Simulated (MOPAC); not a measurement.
# Geometry relaxation of C₅H₉N (charge +1) (part 1 of 3)

System: C₅H₉N, charge +1, multiplicity 2.
Method: PM6-D3, unrestricted, dispersion D3 (MOPAC 23.2.5).

The starting geometry was optimised with PM6-D3.

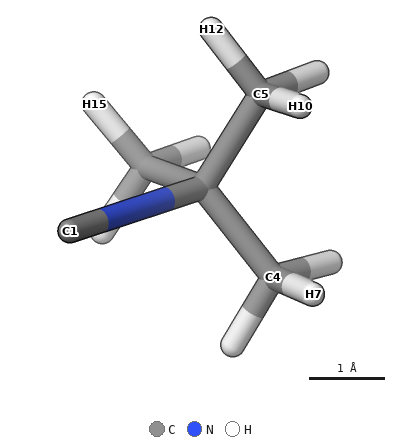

The input geometry (stick view, seen at a tilt; atoms are numbered from 1 in the order of the input). Bond lengths as drawn: C–C 1.54 Å, C–H 1.09 to 1.10 Å and C–N 1.17 to 1.47 Å.

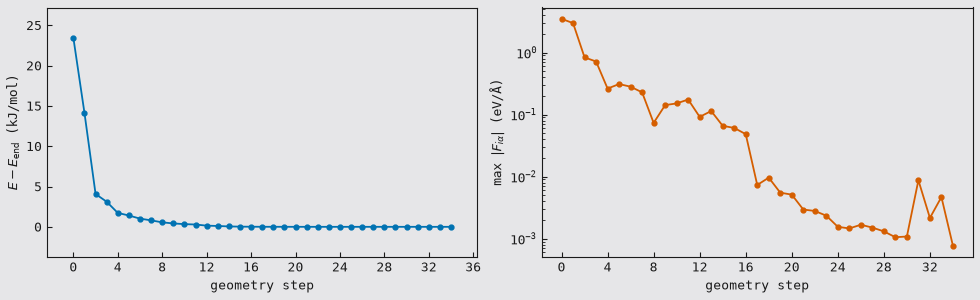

Progress of the relaxation, step by step (steps are counted from 0).

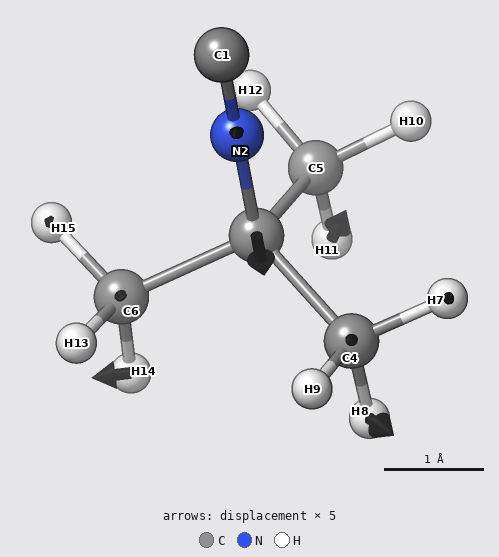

The starting structure with the displacements as black arrows, magnified 5 times (ball-and-stick view, seen at a tilt). The two geometries are laid on each other by the best rigid fit. The largest move after the best rigid fit is that of C3, 0.12 Å. By element the largest moves are C 0.12 Å, H 0.08 Å, N 0.02 Å. Distances before and after: N2–C3 1.467 → 1.608 Å, C3–C4 1.538 → 1.506 Å, C1–N2 1.170 → 1.141 Å, C6–H14 1.095 → 1.111 Å. Among the angles that change: N2–C3–C4 108.3° → 103.4°, C4–C3–C5 110.6° → 114.8°, C3–C4–H7 111.7° → 114.5°. Over 34 geometry steps the energy falls by 23.5 kJ/mol. Largest force component: 3.5 eV/Å at the start, 0.00077 eV/Å at the end. (Atoms are counted from 1 in the order of the input.)

These pictures come from the run below.

Input file (calc.mop)
```
GNORM=0.05 UHF CHARGE=1 DISP CYCLES=300 PM6-D3 THREADS=1 AUX(PRECISION=6)
PM6-D3 optimise

C      2.201660 1    -0.401928 1     1.719648 1
N      1.288941 1    -0.235900 1     1.005977 1
C      0.145029 1    -0.027398 1     0.111624 1
C     -0.973149 1    -1.000349 1     0.523227 1
C      0.602447 1    -0.306382 1    -1.330344 1
C     -0.323353 1     1.430391 1     0.259221 1
H     -0.647230 1    -2.044965 1     0.453137 1
H     -1.851303 1    -0.884673 1    -0.120602 1
H     -1.296868 1    -0.831409 1     1.557129 1
H      0.964825 1    -1.334480 1    -1.448625 1
H     -0.220562 1    -0.163016 1    -2.038267 1
H      1.418453 1     0.360705 1    -1.632728 1
H     -0.625839 1     1.656407 1     1.288653 1
H     -1.181474 1     1.634909 1    -0.389474 1
H      0.469108 1     2.139649 1    -0.007716 1
```

Launch command:
```bash
mopac calc.mop
```

The program's output
```
MOPAC v23.2.5
PM6-D3 CALCULATION RESULTS

 *  PM6-D3     - CORRECT DISPERSION USING D3 METHOD
 *  UHF        - UNRESTRICTED HARTREE-FOCK CALCULATION
 *
 *
 *
 *                 CHARGE ON SYSTEM = +1
 *
 *
 *
 *  THREADS=1  - MULTI-THREADING NOT USED
 *  CYCLES=    - DO A MAXIMUM OF 300 STEPS
 *  GNORM      - EXIT WHEN GRADIENT NORM DROPS BELOW 0.050
 *  AUX        - OUTPUT AUXILIARY INFORMATION
 *  DISP       - PRINT DISPERSION AND HYDROGEN BOND ENERGIES
GNORM=0.05 UHF CHARGE=1 DISP CYCLES=300 PM6-D3 THREADS=1 AUX(PRECISION=6)
 PM6-D3 optimise

   ATOM   CHEMICAL          X               Y               Z
  NUMBER   SYMBOL      (ANGSTROMS)     (ANGSTROMS)     (ANGSTROMS)

     1       C          2.20166000  *  -0.40192800  *   1.71964800  *
     2       N          1.28894100  *  -0.23590000  *   1.00597700  *
     3       C          0.14502900  *  -0.02739800  *   0.11162400  *
     4       C         -0.97314900  *  -1.00034900  *   0.52322700  *
     5       C          0.60244700  *  -0.30638200  *  -1.33034400  *
     6       C         -0.32335300  *   1.43039100  *   0.25922100  *
     7       H         -0.64723000  *  -2.04496500  *   0.45313700  *
     8       H         -1.85130300  *  -0.88467300  *  -0.12060200  *
     9       H         -1.29686800  *  -0.83140900  *   1.55712900  *
    10       H          0.96482500  *  -1.33448000  *  -1.44862500  *
    11       H         -0.22056200  *  -0.16301600  *  -2.03826700  *
    12       H          1.41845300  *   0.36070500  *  -1.63272800  *
    13       H         -0.62583900  *   1.65640700  *   1.28865300  *
    14       H         -1.18147400  *   1.63490900  *  -0.38947400  *
    15       H          0.46910800  *   2.13964900  *  -0.00771600  *

          CARTESIAN COORDINATES

    NO.       ATOM           X           Y           Z

     1         C          2.2017     -0.4019      1.7196
     2         N          1.2889     -0.2359      1.0060
     3         C          0.1450     -0.0274      0.1116
     4         C         -0.9731     -1.0003      0.5232
     5         C          0.6024     -0.3064     -1.3303
     6         C         -0.3234      1.4304      0.2592
     7         H         -0.6472     -2.0450      0.4531
     8         H         -1.8513     -0.8847     -0.1206
     9         H         -1.2969     -0.8314      1.5571
    10         H          0.9648     -1.3345     -1.4486
    11         H         -0.2206     -0.1630     -2.0383
    12         H          1.4185      0.3607     -1.6327
    13         H         -0.6258      1.6564      1.2887
    14         H         -1.1815      1.6349     -0.3895
    15         H          0.4691      2.1396     -0.0077

           Empirical Formula: C5 H9 N  =    15 atoms

      MOLECULAR POINT GROUP   :   C3v

          UHF CALCULATION, NO. OF ALPHA ELECTRONS =   17
                           NO. OF BETA  ELECTRONS =   16

          Geometry optimization using EF

          DIAGONAL MATRIX USED AS START HESSIAN

 CYCLE:     1 TIME:   0.016 TIME LEFT:  2.00D  GRAD.:   150.214 HEAT:  256.1044
 CYCLE:     2 TIME:   0.016 TIME LEFT:  2.00D  GRAD.:   127.984 HEAT:  253.8770
 CYCLE:     3 TIME:   0.000 TIME LEFT:  2.00D  GRAD.:    29.272 HEAT:  251.4721
 CYCLE:     4 TIME:   0.016 TIME LEFT:  2.00D  GRAD.:    31.140 HEAT:  251.2431
 CYCLE:     5 TIME:   0.000 TIME LEFT:  2.00D  GRAD.:    16.193 HEAT:  250.9115
 CYCLE:     6 TIME:   0.008 TIME LEFT:  2.00D  GRAD.:    17.004 HEAT:  250.8350
 CYCLE:     7 TIME:   0.008 TIME LEFT:  2.00D  GRAD.:    14.308 HEAT:  250.7420
 CYCLE:     8 TIME:   0.008 TIME LEFT:  2.00D  GRAD.:    13.667 HEAT:  250.6910
 CYCLE:     9 TIME:   0.000 TIME LEFT:  2.00D  GRAD.:     5.852 HEAT:  250.6320
 CYCLE:    10 TIME:   0.008 TIME LEFT:  2.00D  GRAD.:     7.332 HEAT:  250.5999
 CYCLE:    11 TIME:   0.000 TIME LEFT:  2.00D  GRAD.:     7.113 HEAT:  250.5793
 CYCLE:    12 TIME:   0.008 TIME LEFT:  2.00D  GRAD.:     9.784 HEAT:  250.5678
 CYCLE:    13 TIME:   0.000 TIME LEFT:  2.00D  GRAD.:     5.467 HEAT:  250.5341
 CYCLE:    14 TIME:   0.008 TIME LEFT:  2.00D  GRAD.:     5.845 HEAT:  250.5246
 CYCLE:    15 TIME:   0.000 TIME LEFT:  2.00D  GRAD.:     3.276 HEAT:  250.5111
 CYCLE:    16 TIME:   0.008 TIME LEFT:  2.00D  GRAD.:     2.891 HEAT:  250.5047
 CYCLE:    17 TIME:   0.008 TIME LEFT:  2.00D  GRAD.:     2.094 HEAT:  250.5023
 CYCLE:    18 TIME:   0.000 TIME LEFT:  2.00D  GRAD.:     0.563 HEAT:  250.5005
 CYCLE:    19 TIME:   0.008 TIME LEFT:  2.00D  GRAD.:     0.532 HEAT:  250.5001
 CYCLE:    20 TIME:   0.000 TIME LEFT:  2.00D  GRAD.:     0.364 HEAT:  250.4998
 CYCLE:    21 TIME:   0.008 TIME LEFT:  2.00D  GRAD.:     0.235 HEAT:  250.4995
 CYCLE:    22 TIME:   0.000 TIME LEFT:  2.00D  GRAD.:     0.170 HEAT:  250.4994
 CYCLE:    23 TIME:   0.008 TIME LEFT:  2.00D  GRAD.:     0.147 HEAT:  250.4993
 CYCLE:    24 TIME:   0.000 TIME LEFT:  2.00D  GRAD.:     0.107 HEAT:  250.4992
 CYCLE:    25 TIME:   0.008 TIME LEFT:  2.00D  GRAD.:     0.090 HEAT:  250.4992
 CYCLE:    26 TIME:   0.000 TIME LEFT:  2.00D  GRAD.:     0.075 HEAT:  250.4991
 CYCLE:    27 TIME:   0.008 TIME LEFT:  2.00D  GRAD.:     0.085 HEAT:  250.4991
 CYCLE:    28 TIME:   0.000 TIME LEFT:  2.00D  GRAD.:     0.083 HEAT:  250.4991
 CYCLE:    29 TIME:   0.008 TIME LEFT:  2.00D  GRAD.:     0.071 HEAT:  250.4991
 CYCLE:    30 TIME:   0.000 TIME LEFT:  2.00D  GRAD.:     0.053 HEAT:  250.4991
 CYCLE:    31 TIME:   0.008 TIME LEFT:  2.00D  GRAD.:     0.054 HEAT:  250.4991
 CYCLE:    32 TIME:   0.000 TIME LEFT:  2.00D  GRAD.:     0.511 HEAT:  250.4994
 CYCLE:    33 TIME:   0.008 TIME LEFT:  2.00D  GRAD.:     0.090 HEAT:  250.4991
 CYCLE:    34 TIME:   0.008 TIME LEFT:  2.00D  GRAD.:     0.163 HEAT:  250.4991
 CYCLE:    35 TIME:   0.000 TIME LEFT:  2.00D  GRAD.:     0.042 HEAT:  250.4991

     GRADIENT =  0.04175 IS LESS THAN CUTOFF =  0.05000

 -------------------------------------------------------------------------------
 GNORM=0.05 UHF CHARGE=1 DISP CYCLES=300 PM6-D3 THREADS=1 AUX(PRECISION=6)
 PM6-D3 optimise

     GEOMETRY OPTIMISED USING EIGENVECTOR FOLLOWING (EF).
     SCF FIELD WAS ACHIEVED

                              PM6-D3 CALCULATION

          FINAL HEAT OF FORMATION =        250.49905 KCAL/MOL =    1048.08804 KJ/MOL

          TOTAL ENERGY            =     -20834.11419 KCAL/MOL = ELECTRONIC ENERGY + CORE-CORE REPULSION
          ENERGY OF ATOMS         =      21088.15100 KCAL/MOL
                              SUM =        254.03680 KCAL/MOL
          DISPERSION ENERGY       =         -3.53775 KCAL/MOL
                              SUM =        250.49905 KCAL/MOL = FINAL HEAT OF FORMATION

          TOTAL ENERGY            =       -903.45270 EV
          ELECTRONIC ENERGY       =      -3916.84891 EV
          CORE-CORE REPULSION     =       3013.39621 EV
          COSMO AREA              =        139.76 SQUARE ANGSTROMS
          COSMO VOLUME            =        134.74 CUBIC ANGSTROMS

          GRADIENT NORM           =          0.04175          =       0.01078 PER ATOM
          IONIZATION POTENTIAL    =         17.273192 EV
          ALPHA SOMO LUMO (EV)    =        -17.287 -4.929
          BETA  SOMO LUMO (EV)    =        -17.273 -8.993
          NO. OF ALPHA ELECTRONS  =         17
          NO. OF BETA  ELECTRONS  =         16
          MOLECULAR WEIGHT        =         83.1328         POINT GROUP:  C3v

          MOLECULAR DIMENSIONS (Angstroms)

            Atom       Atom       Distance
            H    11    C     1     4.49428
            H    15    H     7     4.38314
            H     9    H    10     3.55146

          SCF CALCULATIONS        =         40

          WALL-CLOCK TIME         =      0.195 SECONDS
          COMPUTATION TIME        =      0.197 SECONDS

   ATOM   CHEMICAL          X               Y               Z
  NUMBER   SYMBOL      (ANGSTROMS)     (ANGSTROMS)     (ANGSTROMS)

     1       C          2.19946730  *  -0.40204652  *   1.71907474  *
     2       N          1.31043967  *  -0.23971675  *   1.02214671  *
     3       C          0.05632623  *  -0.01110210  *   0.04209365  *
     4       C         -0.95967997  *  -1.00647020  *   0.53783482  *
     5       C          0.62004538  *  -0.31014554  *  -1.32231049  *
     6       C         -0.30808778  *   1.43210242  *   0.27265978  *
     7       H         -0.64225070  *  -2.05943536  *   0.46371253  *
     8       H         -1.88327061  *  -0.94510216  *  -0.07581732  *
     9       H         -1.29778751  *  -0.83736983  *   1.57325389  *
    10       H          0.97854791  *  -1.34436822  *  -1.45210162  *
    11       H         -0.16730445  *  -0.18371147  *  -2.09527777  *
    12       H          1.43472213  *   0.36200240  *  -1.63778687  *
    13       H         -0.62374472  *   1.66510620  *   1.30273258  *
    14       H         -1.17716786  *   1.71071564  *  -0.36017234  *
    15       H          0.48105635  *   2.15188745  *   0.00013739  *

                             CARTESIAN COORDINATES

   1    C        2.199467300    -0.402046518     1.719074737
   2    N        1.310439673    -0.239716751     1.022146712
   3    C        0.056326234    -0.011102098     0.042093653
   4    C       -0.959679975    -1.006470204     0.537834821
   5    C        0.620045377    -0.310145544    -1.322310490
   6    C       -0.308087779     1.432102423     0.272659781
   7    H       -0.642250697    -2.059435359     0.463712529
   8    H       -1.883270608    -0.945102163    -0.075817320
   9    H       -1.297787513    -0.837369829     1.573253894
  10    H        0.978547909    -1.344368223    -1.452101616
  11    H       -0.167304454    -0.183711466    -2.095277772
  12    H        1.434722130     0.362002397    -1.637786869
  13    H       -0.623744722     1.665106198     1.302732581
  14    H       -1.177167861     1.710715643    -0.360172339
  15    H        0.481056351     2.151887447     0.000137387

           Empirical Formula: C5 H9 N  =    15 atoms

      MOLECULAR POINT GROUP   :   C3v

          ALPHA EIGENVALUES
 -39.08208 -34.37277 -29.34814 -29.34700 -26.88617 -22.97798 -21.03901 -21.03893
 -20.51223 -19.50687 -19.50611 -17.94534 -17.94423 -17.77815 -17.71333 -17.28705
 -17.28696  -4.92902  -4.92897  -4.37035  -1.38358  -1.15006  -1.14998  -0.40508
   0.89984   0.90034   0.92710   1.02899   1.02976   1.08406   1.94765   2.12656
   2.12694

           BETA EIGENVALUES
 -39.08507 -34.30874 -29.33833 -29.33718 -26.43984 -22.54187 -21.02552 -21.02541
 -19.46008 -19.45933 -18.49376 -17.85737 -17.85627 -17.70995 -17.27332 -17.27319
  -8.99349  -4.58463  -4.58459  -4.16655  -1.35155  -1.12213  -1.12204  -0.33350
   0.91286   0.91336   0.95072   1.03280   1.03354   1.08606   1.95289   2.13108
   2.13146

              NET ATOMIC CHARGES AND DIPOLE CONTRIBUTIONS

  ATOM NO.   TYPE          CHARGE      No. of ELECS.   s-Pop       p-Pop
    1          C           0.513406        3.4866     1.25062     2.23598
    2          N          -0.172431        5.1724     1.58953     3.58291
    3          C           0.575261        3.4247     1.11192     2.31282
    4          C          -0.617833        4.6178     1.10157     3.51627
    5          C          -0.617728        4.6177     1.10156     3.51617
    6          C          -0.617752        4.6178     1.10158     3.51617
    7          H           0.208331        0.7917     0.79167
    8          H           0.229016        0.7710     0.77098
    9          H           0.208352        0.7916     0.79165
   10          H           0.208341        0.7917     0.79166
   11          H           0.228988        0.7710     0.77101
   12          H           0.208355        0.7916     0.79165
   13          H           0.208319        0.7917     0.79168
   14          H           0.229020        0.7710     0.77098
   15          H           0.208353        0.7916     0.79165
 DIPOLE           X         Y         Z       TOTAL
 POINT-CHG.     1.189    -0.218     0.932     1.526
 HYBRID         0.386    -0.071     0.302     0.495
 SUM            1.575    -0.288     1.233     2.021

          ATOMIC ORBITAL ELECTRON POPULATIONS

     Atom    s        px        py        pz
    1  C   1.25062   0.72393   0.76987   0.74218
    2  N   1.58953   1.15912   1.23464   1.18914
    3  C   1.11192   0.65282   0.90533   0.75467
    4  C   1.10157   1.14024   1.15248   1.22355
    5  C   1.10156   1.22102   1.23057   1.06457
    6  C   1.10158   1.22685   1.05128   1.23804
    7  H   0.79167
    8  H   0.77098
    9  H   0.79165
   10  H   0.79166
   11  H   0.77101
   12  H   0.79165
   13  H   0.79168
   14  H   0.77098
   15  H   0.79165

                    (SZ)    =    0.500000
                    (S**2)  =    0.769555

          ATOMIC ORBITAL SPIN POPULATIONS

    Atom   Total    s     px     py     pz
         Atomic
    1  C  1.0183  0.383  0.315  0.094  0.226
    2  N -0.1157 -0.026  0.015 -0.081 -0.023
    3  C  0.0591 -0.004  0.037  0.003  0.023
    4  C  0.0044 -0.000  0.006 -0.001  0.000
    5  C  0.0044 -0.000  0.001 -0.000  0.004
    6  C  0.0044 -0.000  0.004 -0.000  0.001
    7  H  0.0005  0.001
    8  H  0.0074  0.007
    9  H  0.0005  0.000
   10  H  0.0005  0.001
   11  H  0.0074  0.007
   12  H  0.0005  0.001
   13  H  0.0005  0.001
   14  H  0.0074  0.007
   15  H  0.0005  0.001

 *                    *
 * JOB ENDED NORMALLY *
 *                    *

 TOTAL JOB TIME:             0.20 SECONDS

 == MOPAC DONE ==
```

Trajectory as extended XYZ (Å, eV, eV/Å), 32 of the 35 frames kept, from step=0 to step=34
```
15
Properties=species:S:1:pos:R:3:forces:R:3 step=0 energy=11.10574
C     2.2017   -0.4019    1.7196   -2.3812   0.4335  -1.8624
N     1.2889   -0.2359    1.0060    3.5101  -0.6393   2.7444
C     0.1450   -0.0274    0.1116   -2.3508   0.4283  -1.8377
C    -0.9731   -1.0003    0.5232    0.9542   0.1281   0.4174
C     0.6024   -0.3064   -1.3303    0.5509  -0.0503   0.8903
C    -0.3234    1.4304    0.2592    0.7873  -0.4941   0.4843
H    -0.6472   -2.0450    0.4531   -0.1415  -0.1767  -0.0725
H    -1.8513   -0.8847   -0.1206   -0.1526   0.0313  -0.1242
H    -1.2969   -0.8314    1.5571   -0.2248  -0.0182   0.0723
H     0.9648   -1.3345   -1.4486   -0.0378  -0.1316  -0.1938
H    -0.2206   -0.1630   -2.0383   -0.1582   0.0296  -0.1175
H     1.4185    0.3607   -1.6327    0.0222   0.0908  -0.2185
H    -0.6258    1.6564    1.2887   -0.1837   0.1415   0.0552
H    -1.1815    1.6349   -0.3895   -0.1562   0.0232  -0.1227
H     0.4691    2.1396   -0.0077   -0.0379   0.2039  -0.1145
15
Properties=species:S:1:pos:R:3:forces:R:3 step=1 energy=11.00915
C     2.1842   -0.3983    1.7023    2.9956  -0.5420   2.3235
N     1.3117   -0.2408    1.0295   -2.5783   0.4700  -2.0285
C     0.1280   -0.0238    0.0941   -1.5137   0.2446  -0.9387
C    -0.9677   -0.9991    0.5257    0.7335   0.1257   0.2325
C     0.6054   -0.3066   -1.3234    0.4014  -0.0303   0.5691
C    -0.3190    1.4267    0.2624    0.5865  -0.3758   0.2875
H    -0.6485   -2.0463    0.4521   -0.1168  -0.1494  -0.0503
H    -1.8526   -0.8843   -0.1221   -0.0785  -0.0245  -0.0140
H    -1.2987   -0.8315    1.5574   -0.1832  -0.0118   0.0777
H     0.9643   -1.3355   -1.4506   -0.0199  -0.1197  -0.1618
H    -0.2219   -0.1627   -2.0396   -0.0168  -0.0050  -0.0744
H     1.4184    0.3615   -1.6349    0.0312   0.0726  -0.1858
H    -0.6274    1.6576    1.2888   -0.1518   0.1160   0.0670
H    -1.1828    1.6352   -0.3910   -0.0567   0.0553  -0.0202
H     0.4686    2.1413   -0.0090   -0.0325   0.1744  -0.0837
```
